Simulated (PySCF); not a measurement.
**HBS (hydrogen boron sulfide) at CCSDTQ/STO-6G**

What is the energy change on altering one bond length of HBS (hydrogen boron sulfide) at CCSDTQ/STO-6G? The job is set up through a Python script.

The calculation is run with PySCF 2.14.0.

9 further runs of the same task are left out: 9 set aside as unsound or not needed.

### 1 The system as given

HBS has 3 atoms, charge 0, and is taken as a singlet. SMILES: `B=S`. The shape is that of a PBE0-D4/def2-TZVP optimisation.

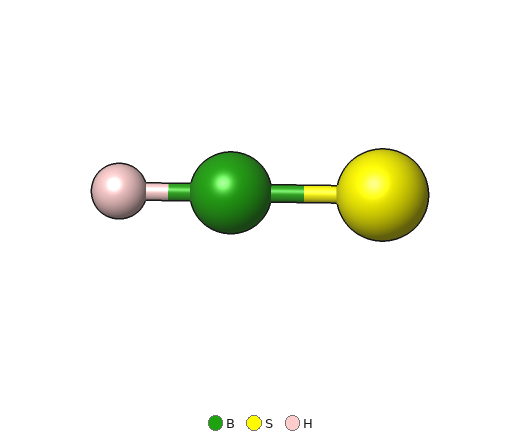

The structure, seen from a chosen angle (boron green, sulfur yellow, hydrogen pink).

### 2 The energy at CCSDTQ/STO-6G

Input file calc.py:

```python
from pyscf import gto, scf, cc

mol = gto.Mole()
mol.atom = '''
B       -0.038660      -0.014560       0.134750
S        0.399170       0.147640      -1.393290
H       -0.360510      -0.133080       1.258530
'''
mol.verbose = 3
mol.max_memory = 1860
mol.spin = 0
mol.charge = 0
mol.basis = 'sto-6g'
mol.build()

hf = scf.RHF(mol)
hf.conv_tol = 1e-10
hf.kernel()
if not hf.converged:
    hf = hf.newton().run(hf.mo_coeff, hf.mo_occ)

mycc = cc.CCSDTQ(hf, frozen=6)
mycc.kernel()
energy = mycc.e_tot
print('Final energy', energy)
```

Run with:

```console
OMP_NUM_THREADS=1 python calc.py
```

Log:

```text
converged SCF energy = -421.364149347634
_make_eris_incore_RCCSDTQ

WARN: A large `blksize` is being used, which may cause large memory consumption
      for storing contraction intermediates. If memory is sufficient, consider using
      `pyscf.cc.rccsdtq_highm.RCCSDTQ` instead.

RCCSDTQ converged
E(RCCSDTQ) = -421.4847397333629   E_corr = -0.1205903857288963
E_corr(same-spin) = -0.0197591850802614
E_corr(oppo-spin) = -0.100831200648635
Final energy -421.4847397333629
```

It took 3.9 s on 1 thread of Arm Neoverse V1, shared host; peak memory 0.11 GiB.

### 3 The distorted shape

Input file run.py:

```python
from pyscf import gto, cc

mol = gto.M(
    atom=[
    ('B', (0.540678, 0.198779, -1.888083)),
    ('S', (0.978508, 0.360979, -3.416123)),
    ('H', (-0.360510, -0.133080, 1.258530)),
],
    spin=0,
    verbose=3,
    charge=0,
    max_memory=1860,
    basis='sto-6g',
)

mf = mol.RHF()
mf.conv_tol = 1e-10
mf.kernel()
if not mf.converged:
    mf = mf.newton().run(mf.mo_coeff, mf.mo_occ)

mycc = cc.CCSDTQ(mf, frozen=6)
mycc.kernel()
e_tot = mycc.e_tot
print('Final energy', e_tot)
```

Run with:

```console
OMP_NUM_THREADS=1 python run.py
```

Log:

```text
converged SCF energy = -420.951791554588
_make_eris_incore_RCCSDTQ

WARN: A large `blksize` is being used, which may cause large memory consumption
      for storing contraction intermediates. If memory is sufficient, consider using
      `pyscf.cc.rccsdtq_highm.RCCSDTQ` instead.

RCCSDTQ converged
E(RCCSDTQ) = -421.2828079463086   E_corr = -0.3310163917202208
E_corr(same-spin) = -0.0152827492287497
E_corr(oppo-spin) = -0.315733642491471
Final energy -421.2828079463086
```

Wall time 5.4 s (1 thread of Arm Neoverse V1, shared host); peak memory 0.12 GiB.

### 4 Summary of results

At CCSDTQ/STO-6G, 6 core orbitals frozen:

| quantity | value |
| --- | --- |
| first shape: total energy | -421.48474 Eh |
| first shape: dipole moment (Hartree–Fock density) | 0.96 D |
| first shape: HOMO energy (Hartree–Fock orbitals) | -7.97 eV |
| first shape: LUMO energy (Hartree–Fock orbitals) | 7.70 eV |
| first shape: HOMO–LUMO gap (Hartree–Fock orbitals) | 15.66 eV |
| first shape: correlation energy (6 core orbitals frozen) | -120.6 mEh |
| first shape: T1 diagnostic | 0.023 |
| distorted shape: total energy | -421.28281 Eh |
| distorted shape: dipole moment (Hartree–Fock density) | 0.71 D |
| distorted shape: HOMO energy (Hartree–Fock orbitals) | -5.11 eV |
| distorted shape: LUMO energy (Hartree–Fock orbitals) | 0.58 eV |
| distorted shape: HOMO–LUMO gap (Hartree–Fock orbitals) | 5.69 eV |
| distorted shape: correlation energy (6 core orbitals frozen) | -331.0 mEh |
| distorted shape: T1 diagnostic | 0.032 |
| energy change with the B1–H3 bond stretched from 1.175 to 3.290 Å | 5.495 eV |

With the B1–H3 bond stretched from 1.175 to 3.290 Å the energy rises by 5.49 eV (530 kJ/mol). The first shape isn't relaxed at this level, so the change isn't measured from a minimum. The minimal basis adds a large error of its own.
